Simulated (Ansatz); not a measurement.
# Mn2InAg4Sn: relaxing a made-up structure, part 2 of 2

Starting from a made-up structure for Mn2InAg4Sn, the aim is the relaxed cell, its shortest contacts and, where a second run follows, its electronic structure.

Ansatz 0.2.0; DFT, PBEsol, plane-wave PAW, files of the set soft_1, scalar-relativistic, ferromagnetic start, cell and ions relaxed at zero pressure; PAW set soft_1 (the session's first sound run).

So far: Set-up; Relaxing cell and atoms.

**2. Relaxing cell and atoms (continued)**

Site moment by atom:

```tsv
atom	site moment (μB)
Sn1	0.01
In2	0.01
Ag3	0.07
Ag4	0.01
Ag5	0.07
Ag6	0.01
Mn7	3.90
Mn8	3.90
```

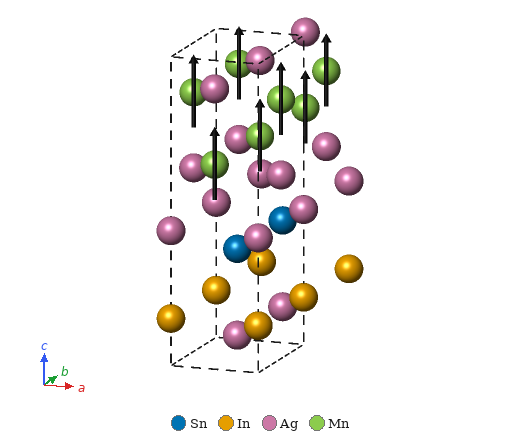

Site moment as arrows, the longest 3.90 μB. Up and down stand for the sign. Arrows give size and sign along the axis of quantisation, drawn up and down the page. 1×2×1 cells are drawn. Some periodic images of atoms are drawn too.

Shortest distances by pair of elements, guess and relaxed (not always the same contact):

```tsv
pair	guess (Å)	relaxed (Å)
Ag–Mn	2.715	2.601
Ag–Ag	2.798	2.786
Ag–In	2.747	2.879
Ag–Sn	2.700	2.896
Sn–Sn	3.637	3.113
```

The relaxation ends with a largest force component of 0.0046 eV/Å and a pressure of 0.01 GPa.

**3. Bands of the relaxed cell**

With the geometry fixed, one more self-consistent run, with a narrower smearing and the mesh shown in its input, gives the bands, and its pressure, and its forces where symmetry allows any, show how far the geometry depends on these settings.

This step: DFT, PBEsol, plane-wave PAW, files of the set soft_1, scalar-relativistic, ferromagnetic start, bands and density of states at the relaxed cell; PAW set soft_1 (Ansatz 0.2.0).

The input, input.yaml:

```yaml
crystal:
  lattice:
    - [3.1129283167, 0.0, 0.0]
    - [0.0, 4.4657342366, 0.0]
    - [0.0, 0.0, 10.6294954157]
  atoms:
    - { symbol: Sn, position: [0.5, 0.5, 0.3439830005] }
    - { symbol: In, position: [0.0, 0.0, 0.1527140689] }
    - { symbol: Ag, position: [0.5, 0.0, 0.9076623701] }
    - { symbol: Ag, position: [0.0, 0.0, 0.4369168086] }
    - { symbol: Ag, position: [0.0, 0.5, 0.5945879367] }
    - { symbol: Ag, position: [0.5, 0.5, 0.0644344662] }
    - { symbol: Mn, position: [0.5, 0.0, 0.6625561849], spin: 3.9 }
    - { symbol: Mn, position: [0.0, 0.5, 0.8392451641], spin: 3.9 }
magnetization:
  spin_polarized: true
kpoints:
  mp_grid: { grid: [10, 8, 4] }
  band_path:
    path:
      - [[0.0, 0.0, 0.0], [0.5, 0.0, 0.0], [0.5, 0.5, 0.0], [0.0, 0.5, 0.0], [0.0, 0.0, 0.0], [0.0, 0.0, 0.5], [0.5, 0.0, 0.5], [0.5, 0.5, 0.5], [0.0, 0.5, 0.5], [0.0, 0.0, 0.5]]
      - [[0.0, 0.5, 0.0], [0.0, 0.5, 0.5]]
      - [[0.5, 0.0, 0.5], [0.5, 0.0, 0.0]]
      - [[0.5, 0.5, 0.0], [0.5, 0.5, 0.5]]
    npoints: 6
scf:
  occupations: { method: fermi_dirac, width: 0.03 }
  n_extra_bands: 16
hamiltonian:
  xc: pbesol
  pseudopotentials: { kind: paw, azcp: { folder: soft_1 }, xc_functional: pbe }
output:
  forces: true
  stress: true
  write_bands: true
  dos: { projected: true }
  write_density: true
  write_potential: true
  elf: true
  volumetric_format: npy
```

Run with:

```console
> ansatz run input.yaml --threads 4 --pin off --max-ram 10240MiB --backend cpu --events-out ev --progress --plain --runs-dir out
```

Numbers of over 12 decimals in the logs are rounded to 6 here.

Output:

```text
Warning: the band count 83 (scf.n_extra_bands) hosts the net moment |M| = 7.8000 μB (N_el = 133) but caps the reachable moment at 2·n_bands − N_el = 33.0000 μB, below the 85 bands that the automatic rule leaves for it — a moment growing past the seed, or the majority channel's smearing tail, pins there with fewer empty majority states than that count leaves; raise or omit scf.n_extra_bands unless the cap is intended
[...]
Crystal: 8 atoms, lattice volume = 147.766 Å³
Basis set: ecut = 420 eV, 2891 PW (Γ), exchange–correlation on 48×60×144 points (8 copies of the dense FFT grid, shifted against one another)
Bands: 83, of which v1, the nominal top of the filled ones, is band 67 counted from 1 (66 counted from 0)
Symmetry: 4 space group operations
[...]
k-points: 90 of 320 (time reversal used)
[...]
Starting moments: Σ|m| = 7.8 μB on 2 of 8 sites
[...]
SCF iter   1: F=—  HF=-49301.782115 eV  |F-HF|=—  |Δ(HF+E_count)|=         —  Δρ=4.77e-2 (↑4.56e-2 ↓4.77e-2)  dr2=1.62e1  dr2_m=3.14e-1  M=8.253 μB ∫|m|=8.512 μB  β_m=0.30  ethr=3.10e-3  ⟨swp⟩=5.9  Hψ=49804  notcnv=0  defer=28
[...]
SCF iter  22: F=-49299.852752 eV  HF=-49299.852752 eV  |F-HF|=4.59e-8  |Δ(HF+E_count)|=   2.17e-8  Δρ=2.29e-6 (↑1.89e-6 ↓2.29e-6)  dr2=4.76e-8  dr2_m=3.33e-10  M=8.427 μB ∫|m|=8.807 μB  ethr=7.52e-11  ⟨swp⟩=11.3  Hψ=101511  notcnv=0
SCF 1 converged in 22 iterations: F = -49299.852752 eV  dr2 = 4.76e-8
[...]
NSCF: frozen V_eff on 76 k-points
SCF converged after 22 iterations
Magnetization: 8.4269 μB (70.7135 up, 62.2865 down)
Absolute magnetization: 8.8149 μB (∫|ρ↑−ρ↓|, with the PAW one-centre terms)
[...]
Per-site moments (μB) at R_I (Å): [(0.00619921, 1.194407), (0.00314688, 1.187600), (0.071038, 1.074709), (0.010070, 1.151647), (0.070450, 1.072740), (0.012843, 1.149285), (3.905789, 1.074709), (3.910807, 1.072740)]
Free energy (F): -49299.852752 eV
[...]
Internal energy: -49299.840535 eV  (E = F + TS)
E sigma→0 (E₀):  -49299.846643 eV
Entropy (-TS):   -0.012217 eV (-1.527 meV/atom)
Fermi energy:    14.808369 eV
[...]
--- Forces (eV/Å), atoms counted from 1 ---
  atom   1  Sn    -0.00000000     0.00000000     0.00364175
  atom   2  In     0.00000000    -0.00000000    -0.03054864
  atom   3  Ag     0.00000000    -0.00000000    -0.00506520
  atom   4  Ag    -0.00000000     0.00000000     0.01583209
  atom   5  Ag    -0.00000000    -0.00000000     0.01185413
  atom   6  Ag     0.00000000    -0.00000000    -0.00038634
  atom   7  Mn    -0.00000000     0.00000000    -0.00502675
  atom   8  Mn    -0.00000000    -0.00000000     0.00970790
  max |Σ_I F_I| component: 8.94e-6 eV/Å
--- Stress (GPa, compression-positive) ---
       -0.382014       0.000000      -0.000000
        0.000000       0.198614       0.000000
       -0.000000       0.000000       0.097395
  P = ⅓ Tr σ = -0.0287 GPa (-0.287 kbar)
--- Band table (eV; the first three rows and the last of 180) ---
  k-point 0 ↑: bands = [... 63 lower, 12.6658, 12.7946, 12.9564, 13.1162, 13.1598, 13.1855, 13.3985, 15.2130, ... 12 higher]
  k-point 1 ↑: bands = [... 63 lower, 12.6665, 12.7398, 12.7912, 12.9564, 13.1598, 13.4484, 14.0480, 15.1339, ... 12 higher]
  k-point 2 ↑: bands = [... 63 lower, 12.6360, 12.6671, 12.7877, 12.9565, 13.1598, 13.7913, 14.3440, 14.6558, ... 12 higher]
  k-point 89 ↓: bands = [... 63 lower, 14.4667, 14.5124, 14.5373, 15.4532, 15.4767, 16.3389, 16.3787, 16.6862, ... 12 higher]
```

Elapsed: 3.5 min, on 4 threads of Arm Neoverse V1, shared host; peak memory 2.2 GiB.

The column dr2 measures how far the density is from self-consistency, as an energy; F and HF (Harris–Foulkes) agree once it is small.

This step gave:

```
free energy             : -49299.8528 eV
energy at zero smearing : -49299.8466 eV
smearing term TS        : 0.01222 eV
Fermi energy            : 14.81 eV
magnetization           : 8.427 μB
absolute magnetization  : 8.815 μB
site moments            : 0.006199, 0.003147, 0.07104, 0.01007, 0.07045, 0.01284, 3.906, 3.911 μB
pressure                : -0.02867 GPa
```

From bands.tsv, the bands that come nearest the Fermi level along the path, at its corners, in eV from the Fermi level:

```tsv
point	band_69_up	band_70_up	band_71_up	band_60_dn	band_61_dn	band_62_dn	band_63_dn	band_64_dn
Γ	-1.41	0.40	0.86	-0.49	-0.14	0.12	0.71	0.81
X	-0.97	1.36	1.79	-0.03	-0.02	0.00	0.01	0.79
S	-0.73	-0.32	-0.12	-0.73	-0.72	-0.71	-0.69	-0.50
Y	-1.93	-0.88	-0.70	-1.18	-1.00	0.00	0.21	0.83
Γ	-1.41	0.40	0.86	-0.49	-0.14	0.12	0.71	0.81
Z	-0.46	-0.15	1.49	-0.66	-0.01	0.20	0.71	0.83
U	-0.60	0.39	0.81	-0.64	-0.55	-0.02	0.00	0.93
R	-0.93	-0.44	-0.19	-0.77	-0.75	-0.52	-0.34	-0.30
T	-1.82	-1.77	-1.64	-2.18	-1.97	0.45	0.52	0.92
Z	-0.46	-0.15	1.49	-0.66	-0.01	0.20	0.71	0.83
Y	-1.93	-0.88	-0.70	-1.18	-1.00	0.00	0.21	0.83
T	-1.82	-1.77	-1.64	-2.18	-1.97	0.45	0.52	0.92
U	-0.60	0.39	0.81	-0.64	-0.55	-0.02	0.00	0.93
X	-0.97	1.36	1.79	-0.03	-0.02	0.00	0.01	0.79
S	-0.73	-0.32	-0.12	-0.73	-0.72	-0.71	-0.69	-0.50
R	-0.93	-0.44	-0.19	-0.77	-0.75	-0.52	-0.34	-0.30
```

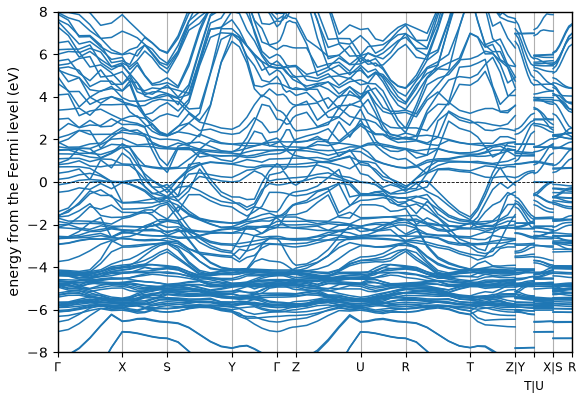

Bands along the path. 68 bands lie wholly below the window drawn.

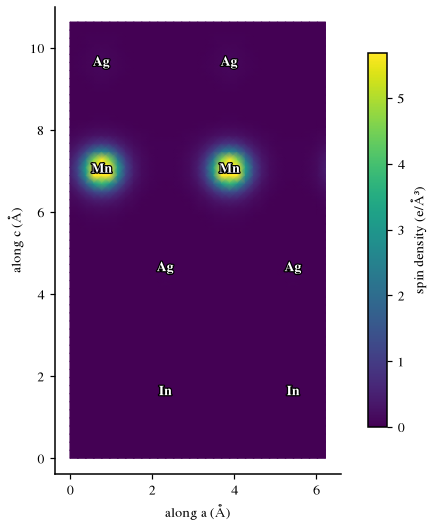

Spin density in the ac plane at fractional y = 0.000, with atoms of In and Ag and Mn within 0.2 Å of it. The map starts off the cell's origin, so that atoms lie inside it.

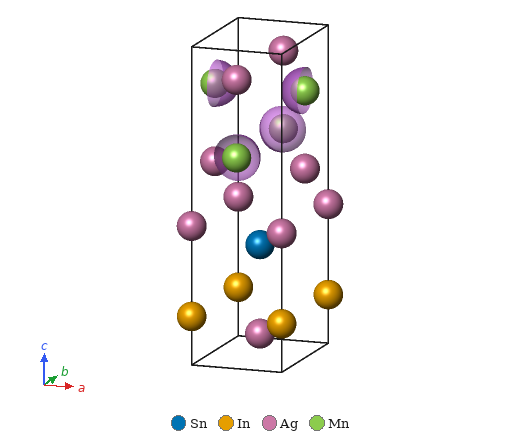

Surface of spin density = 0.43 e/Å³, which holds about 70 % of the integral of its size.

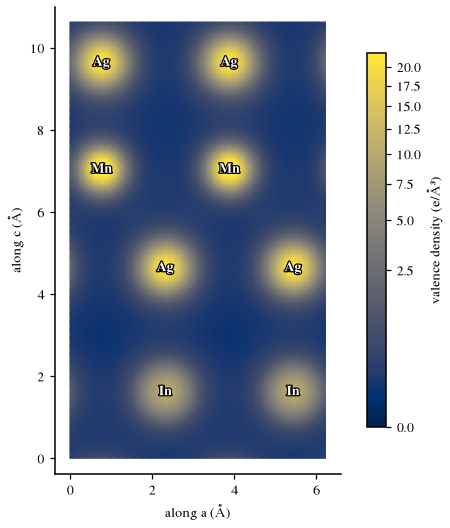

Valence density in the ac plane at fractional y = 0.000, with atoms of In and Ag and Mn within 0.2 Å of it. It is the smooth field of the valence electrons, not physical close to the nuclei. The map starts off the cell's origin, so that atoms lie inside it. The colour scale is stretched toward low values.

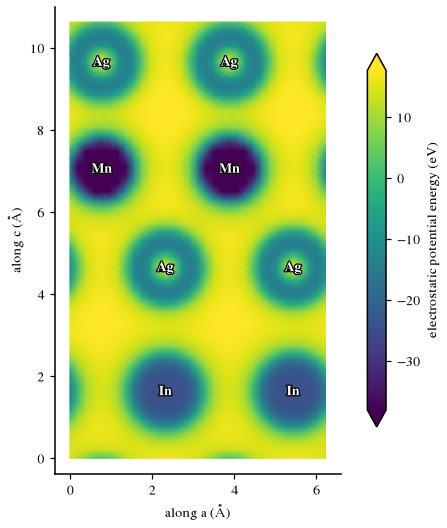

Electrostatic potential energy in the ac plane at fractional y = 0.000, with atoms of In and Ag and Mn within 0.2 Å of it. With pseudopotentials it is smooth inside the atoms' cores, unlike the true potential. The map starts off the cell's origin, so that atoms lie inside it.

**4. Outcome**

| Item | Value |
| --- | --- |
| space group, relaxed | Pmm2 |
| conventional cell | a = 3.113, b = 4.466, c = 10.629 Å; α = 90.0°, β = 90.0°, γ = 90.0° |
| volume per atom | 18.47 Å³ (guess 18.96) |
| total moment | 8.40 μB in the cell of 8 atoms |

In words: Mn2InAg4Sn relaxes to Pmm2 with a = 3.113, b = 4.466 and c = 10.629 Å. The guessed volume was 3 % too large. The space group Pmm2 was held in the relaxation, so the end point is a stationary structure within it and may be a saddle against distortions or other arrangements. The input starts from parallel moments, and no other start was typed. Bands cross the Fermi level, so it is a metal or semimetal at this level. On the 10×8×4 mesh with the narrower smearing (relaxed on 7×7×3) the largest force component is 0.031 eV/Å and the largest stress component is 0.382 GPa, against the relaxation's thresholds of 0.015 eV/Å and 0.05 GPa. The cutoff wasn't tested. A vector of the cell changed its length by 14 %, more than the volume shows. No dispersion term is used, so weakly bound directions may come out too long. Nothing here tests whether the compound is stable against decomposition.

[Logs are printed without paths, hosts, clocks, repeated set-up lines and the standing remarks that a program may print on its own settings, such as how far it seeks lower states.]

[Hosts, paths, dates, database ids (printed as entryN), source tags and the programs' standing remarks are cut or masked in the printed files.]
